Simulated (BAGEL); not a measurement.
# One shape, several levels: [Mg2O2]− ((MgO)2 ring)

We compute a comparison of 4 runs (UHF/STO-3G, ROHF/6-31G*, UHF/6-31G*, ROHF/def2-SVPD) of [Mg2O2]− ((MgO)2 ring). 

The calculation is run with BAGEL 1.2.2.

## 1. Starting point

The species is [Mg2O2]− (4 atoms), meant as a doublet with charge -1. Geometry: a GFN2-xTB relaxation, a rough one for these elements and not checked as a minimum. That shape belongs to the parent species and isn't relaxed for this state.

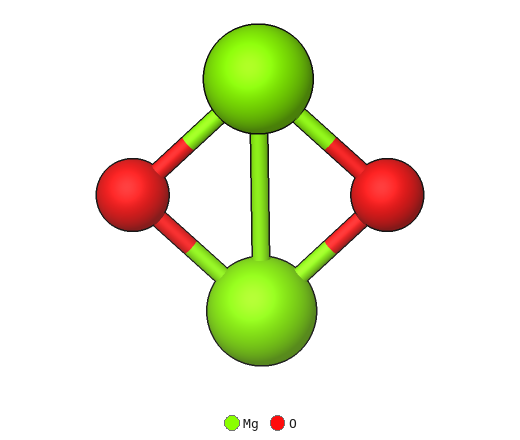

Viewed from a chosen angle; magnesium green, oxygen red.

## 2. A single-point energy at UHF/STO-3G (density fitting with qzvpp-jkfit) (run 1)

Contents of hf.json:

```json
{ "bagel": [

{
  "title": "molecule",
  "basis": "sto-3g",
  "df_basis": "qzvpp-jkfit",
  "angstrom": true,
  "geometry": [
    { "atom": "Mg", "xyz": [   -0.639390,   -0.699190,   -0.853290 ] },
    { "atom": "O", "xyz": [    1.155900,   -0.343360,   -0.587580 ] },
    { "atom": "Mg", "xyz": [    0.639430,    0.699280,    0.853240 ] },
    { "atom": "O", "xyz": [   -1.155940,    0.343270,    0.587640 ] }
  ]
},
{ "title": "uhf", "charge": -1, "nopen": 1 },
{ "title": "print", "file": "orbitals.molden", "orbitals": true }

]}
```

Run with:

```sh
$ BAGEL_NUM_THREADS=1 BAGEL hf.json > hf.out
```

Output:

```text
* using 1 threads per process

  ===============================================================
  ===============================================================

  *** Geometry ***

  { "atom" : "Mg", "xyz" : [     -1.208272,     -1.321278,     -1.612484 ] },
  { "atom" : "O", "xyz" : [      2.184334,     -0.648856,     -1.110365 ] },
  { "atom" : "Mg", "xyz" : [      1.208348,      1.321448,      1.612390 ] },
  { "atom" : "O", "xyz" : [     -2.184410,      0.648686,      1.110479 ] },

  Number of auxiliary basis functions:      378

  Since a DF basis is specified, we compute 2- and 3-index integrals:
    o Being stored without compression. Storage requirement is 0.002 GB

  Number of basis functions:       28
  Number of electrons      :       40

    * METHOD: MOLECULE                             0.09

  *** Open-shell HF ***

  === Nuclear Repulsion ===
   152.3028738362

      * DIIS with orbital gradients will be used.

  === UHF iteration (sto-3g) ===
      0       -541.18390384          0.06204275           0.02
      1       -541.43771455          0.04179631           0.02
      2       -541.51729380          0.01882502           0.02
[... 26 lines of this table left out ...]
     29       -541.55043800          0.00000000           0.02
    * SCF iteration converged.

    * S^2 (UHF) is 1.0541

    * Permanent dipole moment:
           (   -0.000094,    -0.000085,     0.000289) a.u.

    * METHOD: UHF                                  0.69

    * METHOD: PRINT                                0.00

  ===============================================================
```

Run time: 0.93 s. Hardware: 1 thread of Arm Neoverse V1, shared host.

## 3. The energy at ROHF/6-31G(d) (density fitting with qzvpp-jkfit, spherical functions) (run 2)

Contents of input.json:

```json
{ "bagel" : [

{
  "title" : "molecule",
  "basis" : "6-31gs.json",
  "df_basis" : "qzvpp-jkfit",
  "angstrom" : "true",
  "geometry" : [
    { "atom" : "Mg", "xyz" : [   -0.639390,   -0.699190,   -0.853290 ] },
    { "atom" : "O", "xyz" : [    1.155900,   -0.343360,   -0.587580 ] },
    { "atom" : "Mg", "xyz" : [    0.639430,    0.699280,    0.853240 ] },
    { "atom" : "O", "xyz" : [   -1.155940,    0.343270,    0.587640 ] }
  ]
},
{ "title" : "rohf", "charge" : -1, "nopen" : 1 },
{ "title" : "print", "file" : "orbitals.molden", "orbitals" : "true" }

]}
```

The basis set 6-31G* is read from a file made from the Basis Set Exchange's data (not shown).

Run with:

```sh
$ BAGEL_NUM_THREADS=1 BAGEL input.json > input.out
```

Output:

```text
* using 1 threads per process

  ===============================================================
  ===============================================================

  *** Geometry ***

  { "atom" : "Mg", "xyz" : [     -1.208272,     -1.321278,     -1.612484 ] },
  { "atom" : "O", "xyz" : [      2.184334,     -0.648856,     -1.110365 ] },
  { "atom" : "Mg", "xyz" : [      1.208348,      1.321448,      1.612390 ] },
  { "atom" : "O", "xyz" : [     -2.184410,      0.648686,      1.110479 ] },

  Number of auxiliary basis functions:      378

  Since a DF basis is specified, we compute 2- and 3-index integrals:
    o Being stored without compression. Storage requirement is 0.012 GB

  Number of basis functions:       64
  Number of electrons      :       40

    * METHOD: MOLECULE                             0.14

  *** Open-shell HF ***

  === Nuclear Repulsion ===
   152.3028738362

      * DIIS with orbital gradients will be used.

  === ROHF iteration (6-31gs.json) ===
      0       -548.28051717          0.08528822           0.06
      1       -545.95192923          0.16988248           0.06
      2       -546.38038375          0.15797054           0.06
[... 22 lines of this table left out ...]
     25       -548.92813079          0.00000001           0.06
    * SCF iteration converged.

    * S^2 (ROHF) is 0.7500

    * Permanent dipole moment:
           (   -0.000869,    -0.000992,    -0.000844) a.u.

    * METHOD: ROHF                                 1.57

    * METHOD: PRINT                                0.01

  ===============================================================
```

Run time: 1.9 s. Hardware: 1 thread of Arm Neoverse V1, shared host.

## 4. The energy at UHF/6-31G(d) (density fitting with qzvpp-jkfit, spherical functions) (run 3)

Contents of hf.json:

```json
{ "bagel" : [

{
  "title" : "molecule",
  "basis" : "6-31gs.json",
  "df_basis" : "qzvpp-jkfit",
  "angstrom" : true,
  "geometry" : [
    { "atom" : "Mg", "xyz" : [   -0.639390,   -0.699190,   -0.853290 ] },
    { "atom" : "O", "xyz" : [    1.155900,   -0.343360,   -0.587580 ] },
    { "atom" : "Mg", "xyz" : [    0.639430,    0.699280,    0.853240 ] },
    { "atom" : "O", "xyz" : [   -1.155940,    0.343270,    0.587640 ] }
  ]
},
{ "title" : "uhf", "charge" : -1, "nopen" : 1 },
{ "title" : "print", "file" : "orbitals.molden", "orbitals" : true }

]}
```

The basis set 6-31G* is read from a file made from the Basis Set Exchange's data (not shown).

Run with:

```sh
$ BAGEL_NUM_THREADS=1 BAGEL hf.json > hf.out
```

Output:

```text
* using 1 threads per process

  ===============================================================
  ===============================================================

  *** Geometry ***

  { "atom" : "Mg", "xyz" : [     -1.208272,     -1.321278,     -1.612484 ] },
  { "atom" : "O", "xyz" : [      2.184334,     -0.648856,     -1.110365 ] },
  { "atom" : "Mg", "xyz" : [      1.208348,      1.321448,      1.612390 ] },
  { "atom" : "O", "xyz" : [     -2.184410,      0.648686,      1.110479 ] },

  Number of auxiliary basis functions:      378

  Since a DF basis is specified, we compute 2- and 3-index integrals:
    o Being stored without compression. Storage requirement is 0.012 GB

  Number of basis functions:       64
  Number of electrons      :       40

    * METHOD: MOLECULE                             0.14

  *** Open-shell HF ***

  === Nuclear Repulsion ===
   152.3028738362

      * DIIS with orbital gradients will be used.

  === UHF iteration (6-31gs.json) ===
      0       -548.28051717          0.08528822           0.06
      1       -545.95002049          0.16975976           0.06
      2       -546.43452762          0.15743664           0.06
[... 29 lines of this table left out ...]
     32       -548.93516893          0.00000001           0.06
    * SCF iteration converged.

    * S^2 (UHF) is 0.9757

    * Permanent dipole moment:
           (    0.000500,     0.000485,     0.000951) a.u.

    * METHOD: UHF                                  1.97

    * METHOD: PRINT                                0.01

  ===============================================================
```

Run time: 2.2 s. Hardware: 1 thread of Arm Neoverse V1, shared host.

## 5. A single-point energy at ROHF/def2-SVPD (density fitting with qzvpp-jkfit) (run 4)

Contents of hf.json:

```json
{ "bagel": [

{
  "title": "molecule",
  "basis": "def2-svpd.json",
  "df_basis": "qzvpp-jkfit",
  "angstrom": true,
  "geometry": [
    { "atom": "Mg", "xyz": [      -0.639390,      -0.699190,      -0.853290 ] },
    { "atom": "O", "xyz": [       1.155900,      -0.343360,      -0.587580 ] },
    { "atom": "Mg", "xyz": [       0.639430,       0.699280,       0.853240 ] },
    { "atom": "O", "xyz": [      -1.155940,       0.343270,       0.587640 ] }
  ]
},

{
  "title": "rohf",
  "charge": -1,
  "nopen": 1
},

{
  "title": "print",
  "file": "orbitals.molden",
  "orbitals": true
}

]}
```

The basis set def2-SVPD is read from a file made from the Basis Set Exchange's data (not shown).

Run with:

```sh
$ BAGEL_NUM_THREADS=1 BAGEL hf.json > hf.out
```

Output:

```text
* using 1 threads per process

  ===============================================================
  ===============================================================

  *** Geometry ***

  { "atom" : "Mg", "xyz" : [     -1.208272,     -1.321278,     -1.612484 ] },
  { "atom" : "O", "xyz" : [      2.184334,     -0.648856,     -1.110365 ] },
  { "atom" : "Mg", "xyz" : [      1.208348,      1.321448,      1.612390 ] },
  { "atom" : "O", "xyz" : [     -2.184410,      0.648686,      1.110479 ] },

  Number of auxiliary basis functions:      378

  Since a DF basis is specified, we compute 2- and 3-index integrals:
    o Being stored without compression. Storage requirement is 0.023 GB

  Number of basis functions:       88
  Number of electrons      :       40

    * METHOD: MOLECULE                             0.14

  *** Open-shell HF ***

  === Nuclear Repulsion ===
   152.3028738362

      * DIIS with orbital gradients will be used.

  === ROHF iteration (def2-svpd.json) ===
      0       -547.98167861          0.07690774           0.09
      1       -543.11397192          0.21669243           0.09
      2       -544.54832913          0.15004883           0.08
[... 29 lines of this table left out ...]
     32       -548.71968383          0.00000001           0.09
    * SCF iteration converged.

    * S^2 (ROHF) is 0.7500

    * Permanent dipole moment:
           (   -0.001292,    -0.001387,    -0.001424) a.u.

    * METHOD: ROHF                                 3.00

    * METHOD: PRINT                                0.02

  ===============================================================
```

Run time: 3.3 s. Hardware: 1 thread of Arm Neoverse V1, shared host; peak memory 0.092 GiB.

## 6. All runs side by side

```
run                                                                level  energy (Eh)   ⟨S²⟩  wall time
  1                        UHF/STO-3G (density fitting with qzvpp-jkfit)  -541.550438  1.054     0.93 s
  2  ROHF/6-31G* (density fitting with qzvpp-jkfit, spherical functions)  -548.928131  0.750      1.9 s
  3   UHF/6-31G* (density fitting with qzvpp-jkfit, spherical functions)  -548.935169  0.976      2.2 s
  4                    ROHF/def2-SVPD (density fitting with qzvpp-jkfit)  -548.719684  0.750      3.3 s
```

## 7. Results

| quantity | value |
| --- | --- |
| run 4: total energy | -548.71968 Eh |
| run 4: ⟨S²⟩ | 0.750 |

What this shows: In run 1 the basis is minimal, so the values are rough. Spin contamination of the reference: run 1 ⟨S²⟩ = 1.05, run 3 ⟨S²⟩ = 0.98. All runs together took 8.3 s, the longest 3.3 s.
